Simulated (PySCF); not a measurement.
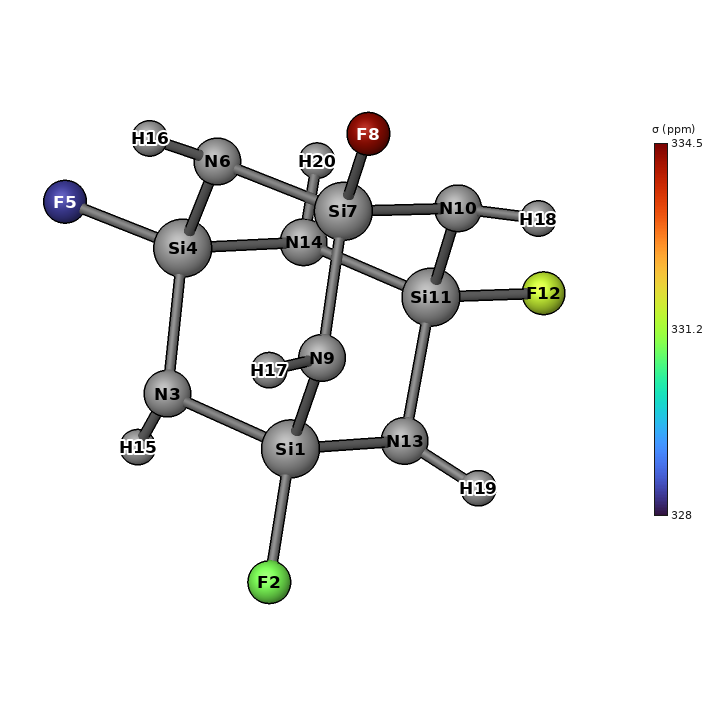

Atoms are coloured by their isotropic NMR shieldings (F only, the others grey). The computed structure is the end point of a PBE0-D3(BJ)/def2-SVP optimisation. No frequency run is at hand to confirm it as a minimum. Level of theory: GIAO PBE0/pcSseg-1 NMR shielding, non-relativistic, gas phase (PySCF 2.14.0).

Which F atom is the most shielded (lowest chemical shift)?

Answer. F8 (334.3 ppm).

Which F atom is the least shielded (highest chemical shift)?

Answer. F5 (328.4 ppm).

How wide is the range of F shifts?

Answer. 5.9 ppm.

List the isotropic NMR shieldings of the F atoms.

```csv
atom,σ (ppm)
F2,331.0
F5,328.4
F8,334.3
F12,331.6
```
